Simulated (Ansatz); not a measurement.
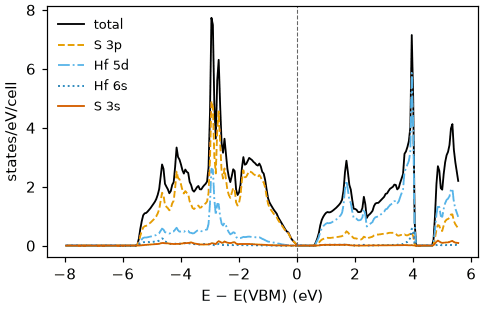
Fig. 1. Total and projected density of states of HfS₂ (CdI2 type, P-3m1), DFT-LDA in the program Ansatz with PAW potentials

Question: Which orbitals carry the states next to the gap?

Answer: Top 1 eV of the valence band: S 3p 90 %, Hf 5d 7 %. Bottom 1 eV of the conduction band: Hf 5d 69 %, S 3p 23 %. Projections are on Löwdin-orthogonalised atomic valence shells; empty p or d shells of many metals are not among them.

Question: Where is the tallest occupied peak in this window, and what makes it?

Answer: Near -3.0 eV, about 7.7 states/eV per cell; the largest projected share is S 3p.

Symmetry was held in the LDA relaxation; phonons on a q-mesh show no instability. The run is not spin-polarised. A crystal of weakly bound layers computed without a dispersion correction: the cell and the soft elastic constants depend strongly on that. Spin–orbit coupling is left out wherever it is not named.

Potentials: the later of the program's two PAW sets.
